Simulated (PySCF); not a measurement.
## Electronic structure of C2H4N···HCl (SMILES CC#[NH+].Cl) (charge +1) in real space

Input file:

```
{"job": {"kind": "inter", "xc": "wB97M-D3(BJ)", "basis": "def2-TZVPD", "pairs": false}, "charge": 1, "multiplicity": 1, "parts": [{"atoms": "0-6", "charge": 1, "multiplicity": 1}, {"atoms": "7-8", "charge": 0, "multiplicity": 1}]}
C     -0.452520     0.948892    -0.371508
C      0.065659    -0.140195     0.402317
N      0.475695    -1.016391     1.015826
H     -0.561839     1.833888     0.274311
H      0.245218     1.171678    -1.193790
H     -1.433883     0.663273    -0.781311
H      0.855457    -1.812653     1.584444
Cl     1.612223    -3.264864     2.786047
H      1.512014    -4.323766     2.046152
```

Launched as:

```sh
OMP_NUM_THREADS=1 python cluster_run.py task.json out
```

Geometry: PBE0-D3(BJ)/def2-SVPD.

These are results of PySCF 2.14.0, wB97M-D3(BJ)/def2-TZVPD, SCF density, gas phase, not measurements.

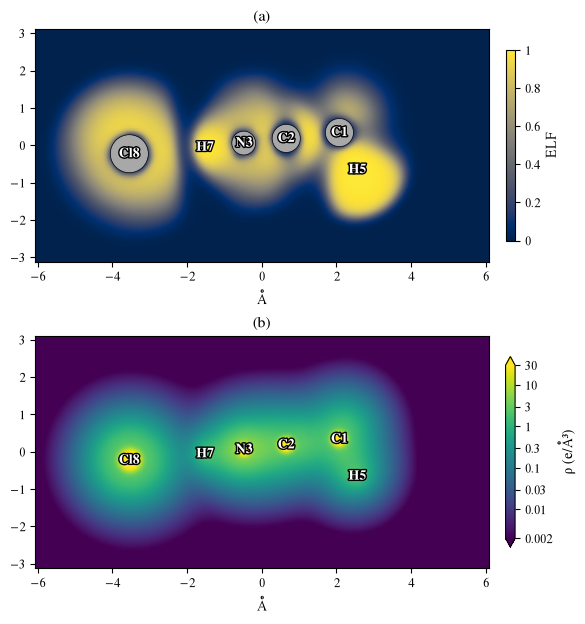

Figure 1. (a) electron localisation function; (b) total electron density on the plane of atoms C2, C1 and H5. Grey discs cover the atomic cores in the ELF map.

> Interpret the plot.

The plane passes through C, N, H and Cl nuclei.
Cl8···H7 (2.03 Å): the density falls to about 0.24 e/Å³ on the way; the ELF dips to about 0.20 between them: a closed-shell contact with the geometry of a hydrogen bond.
C–N (1.15 Å): the density is about 3.6 e/Å³ at the midpoint; the ELF peaks at about 0.85 between the atoms (a multiple bond).
C–C (1.43 Å): ρ at the midpoint is about 1.9 e/Å³; the ELF peaks at about 0.95 between the atoms, as expected for localised, covalent bonding.
N–H (1.05 Å): the density is about 2.9 e/Å³ at the midpoint; the ELF climbs to about 1 towards the hydrogen, as it does in any bond to H (an ordinary covalent bond to hydrogen).
C–H (1.10 Å): ρ is about 2 e/Å³ halfway; the ELF climbs to about 1 towards the hydrogen; a covalent bond by its length.
The ELF also peaks beside Cl8, away from the bonds: lone-pair regions.

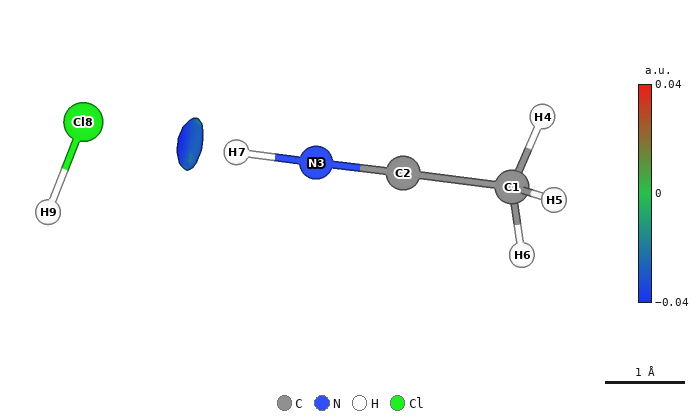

Figure 2. Non-covalent interaction (NCI) plot: the surface where the reduced density gradient is 0.5, for densities under 0.05 a.u., coloured by sign(λ₂)ρ; seen at a tilt.

> Which non-covalent interactions does the plot reveal?

H7···Cl8 (2.0 Å): a hydrogen bond (blue, attractive).
